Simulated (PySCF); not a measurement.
```yaml
atoms:
  - { symbol: B, position_ang: [3.0267, 0.0189, -0.1537] }
  - { symbol: C, position_ang: [1.6174, -0.2835, -0.0477] }
  - { symbol: O, position_ang: [1.0817, -1.4997, 0.3056] }
  - { symbol: C, position_ang: [-0.2666, -1.3657, 0.3693] }
  - { symbol: C, position_ang: [-0.6637, -0.0888, 0.0827] }
  - { symbol: C, position_ang: [-2.0447, 0.4613, 0.0437] }
  - { symbol: C, position_ang: [0.5245, 0.6152, -0.1895] }
  - { symbol: Cl, position_ang: [0.6545, 2.2681, -0.6046] }
  - { symbol: H, position_ang: [4.0674, 0.3056, -0.5318] }
  - { symbol: H, position_ang: [-0.8254, -2.2439, 0.6207] }
  - { symbol: H, position_ang: [-2.0687, 1.4432, 0.5114] }
  - { symbol: H, position_ang: [-2.7294, -0.2030, 0.5635] }
  - { symbol: H, position_ang: [-2.3782, 0.5728, -0.9875] }
```

Geometry: GFN2-xTB.

These are results of UKS B3LYP, pcH-1 on B C Cl H O, non-relativistic, mean-field spin-orbit, GIAO (PySCF 2.14.0, density-fitted response routines), not measurements.

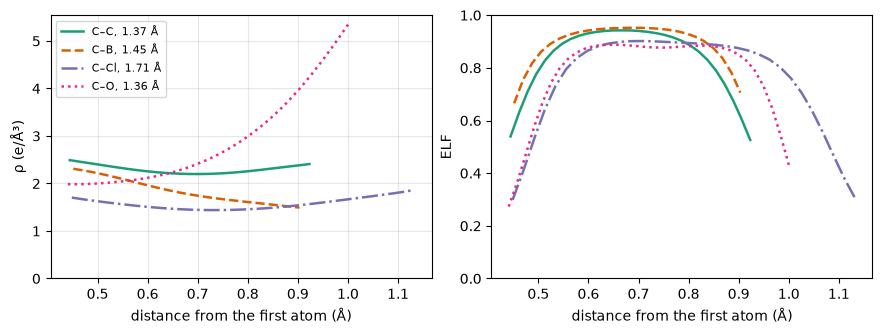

C$_{5}$H$_{5}$BClO (SMILES [BH]c1occ(C)c1Cl) (doublet). Electron density and ELF along straight lines between neighbouring atoms. The curves leave out the atomic cores.

### What can be read from the curves?

C–C (1.37 Å): ρ is about 2.2 e/Å³ halfway; the ELF peaks at about 0.95 between the atoms; a covalent bond.
C–B (1.45 Å): ρ at the midpoint is about 1.7 e/Å³; the ELF peaks at about 0.95 between the atoms, as expected for a covalent bond.
C–Cl (1.71 Å): ρ is about 1.5 e/Å³ halfway; the ELF peaks at about 0.90 between the atoms, as expected for a covalent bond.
C–O (1.36 Å): ρ is about 2.3 e/Å³ halfway, with its minimum of 2 e/Å³ about 0.5 Å from C; the ELF peaks at about 0.90 between the atoms: a polar covalent bond.
